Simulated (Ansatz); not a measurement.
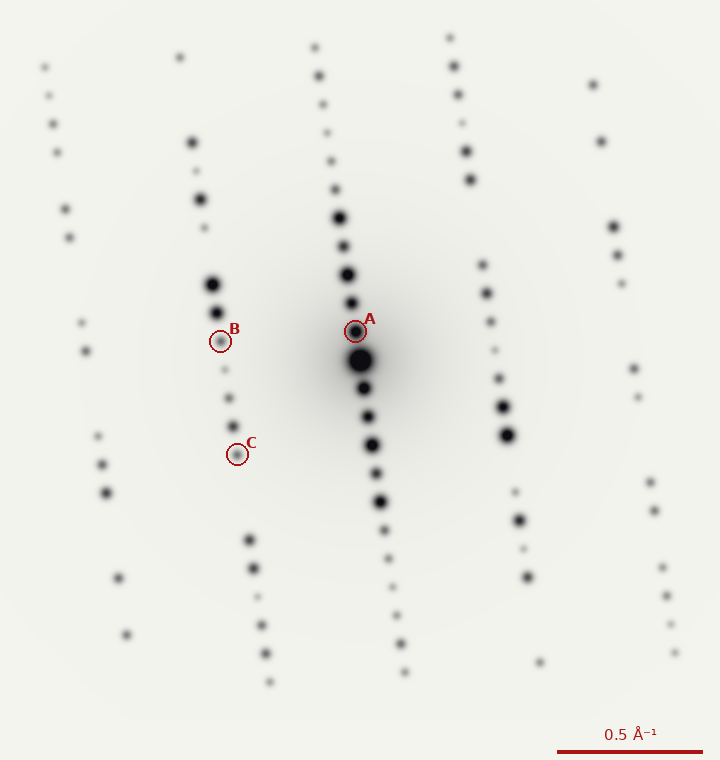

Computed electron diffraction pattern, 200 kV, single scattering only, B = 1 Å². The zone axis points towards the electron source and the pattern is seen from the source side.

The sample is B3O4, space group R-3m (No. 166), a = 2.46 Å, c = 30.13 Å (hexagonal axes). Structure: the end point of a relaxation with Ansatz, DFT PBE, scalar-relativistic, plane waves, PAW; the starting structure was generated, so it need not be a known form of this composition.

Spot A is indexed 0 0 -3 and spot B 0 1 -4.

Q: Index the other marked spot.

A: C = −4A + B = 0 1 8 (d = 1.856 Å).

Q: Find the zone axis.

A: The cross product of A and B is parallel to [100]; every spot obeys hu + kv + lw = 0.
